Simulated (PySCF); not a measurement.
```tsv
atom	x (Å)	y (Å)	z (Å)
C	2.9587	-1.4156	-0.9604
C	2.5414	-0.8666	0.1253
Si	1.3506	0.6459	0.2348
N	-0.2388	-0.0141	0.1265
Si	-1.7524	0.8034	0.3462
N	-2.9260	-0.4444	0.1531
H	2.8265	-1.2236	-2.0038
H	2.8339	-1.2511	1.0942
H	1.4979	1.2875	1.5420
H	1.6514	1.5897	-0.8486
H	-0.3117	-0.8763	-0.3907
H	-2.0507	1.7789	-0.7043
H	-1.6710	1.4574	1.6576
H	-2.8182	-1.2872	0.6955
H	-3.8959	-0.1761	0.1410
```

Geometry: GFN2-xTB.

Computed with UKS B3LYP, pcH-1 on C H N Si, non-relativistic, mean-field spin-orbit, GIAO (PySCF).

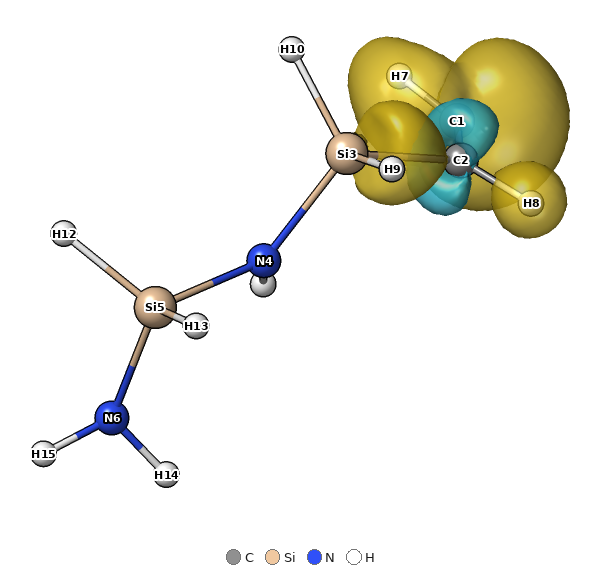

C2H9N2Si2 (SMILES [H]/[C]=C\[SiH2]N[SiH2]N) (doublet). Isosurfaces of the spin density at +0.03 (yellow) and −0.03 e/Å³ (cyan), seen at an oblique angle.

### Describe the spin distribution.

The unpaired spin (1 electron) lies mostly on C1 (about 0.8) and H7 (about 0.1), in electrons by Hirshfeld's partition.
